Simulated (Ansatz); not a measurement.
**SiB4C: what a guessed cell relaxes into**

Where does this trial cell of SiB4C go when cell and atoms are let free?

Computed with Ansatz 0.2.0 (DFT PBE, scalar-relativistic, plane waves, PAW, unless a step's input says otherwise).

**1. The system as given**

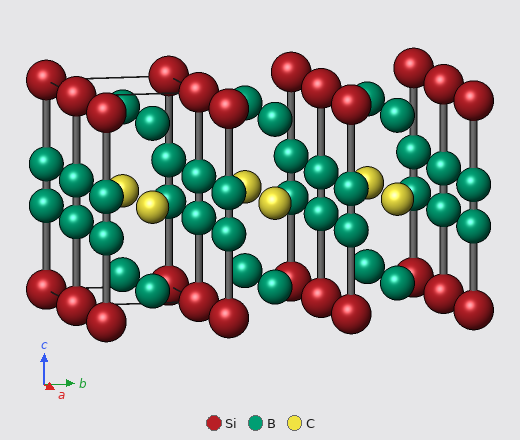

Start, viewed slightly off an axis; silicon red, boron teal, carbon yellow. 2×3×1 cells are drawn. Atoms on the faces are drawn again on the opposite ones.

As a file:

```
Si B C
1.0
     3.15604    0.00000    0.00000
     0.00000    3.15604    0.00000
     0.00000    0.00000    5.28831
Si B C
1 4 1
Direct
  0.00000 0.00000 0.00000
  0.00000 0.00000 0.59933
  0.50000 0.50000 0.09935
  0.50000 0.50000 0.90065
  0.00000 0.00000 0.40067
  0.50000 0.50000 0.50000
```

A structure generator made this guess: species swapped into a database cell of LaNdC4 (P4/mmm, No. 123), with C on the La sites, Si on the Nd sites and B on the C sites. Lengths come from tabulated atomic sizes and are only a guess.

**2. A first look at the guess**

Input file input.yaml:

```yaml
crystal:
  lattice:
    - [3.15603756, 0.0, 0.0]
    - [0.0, 3.15603756, 0.0]
    - [0.0, 0.0, 5.28830658]
  atoms:
    - { symbol: Si, position: [0.0, 0.0, 0.0] }
    - { symbol: B, position: [0.0, 0.0, 0.59932601] }
    - { symbol: B, position: [0.5, 0.5, 0.099347] }
    - { symbol: B, position: [0.5, 0.5, 0.900653] }
    - { symbol: B, position: [0.0, 0.0, 0.40067399] }
    - { symbol: C, position: [0.5, 0.5, 0.5] }
basis:
  ecutwfc: 420
kpoints:
  mp_grid: { grid: [6, 6, 4] }
hamiltonian:
  xc: pbe
scf:
  occupations: { method: gaussian, width: 0.1 }
  lower_state_search: "off"
output:
  forces: true
  stress: true
  eigenvalues: true
```

On the command line:

```console
> ansatz run input.yaml --threads 1 --pin off --max-ram 2560MiB --backend cpu --events-out ev --progress --plain --runs-dir out
```

The session goes on with these runs: spin check on a coarse mesh; a loose first relaxation; full relaxation.

Before running it: what results should come out? Wanted: conventional cell; volume; energy over the elements; gap on the mesh.

The runs gave:

| quantity | value |
| --- | --- |
| symmetry at the end (tolerance 0.05 Å) | space group P4/mmm (No. 123) |
| conventional cell | a = 3.302 Å, b = 3.302 Å, c = 5.026 Å, α = 90.00°, β = 90.00°, γ = 90.00° |
| volume | 9.13 Å³/atom |
| energy over the elements | +1.42 eV/atom |
| gap on the mesh | none (metal) |

**Reading.** The space group P4/mmm (No. 123) is kept, and the volume per atom grows by 4.0 % from the first guess. With a positive formation energy it can't be a ground state. No finished test with a distortion of lower symmetry is shown, so the end may be a saddle point. Where forces pass 15 eV/Å atoms stand far too close, the PAW spheres overlap strongly and those numbers are rough. Other magnetic orders were not searched.
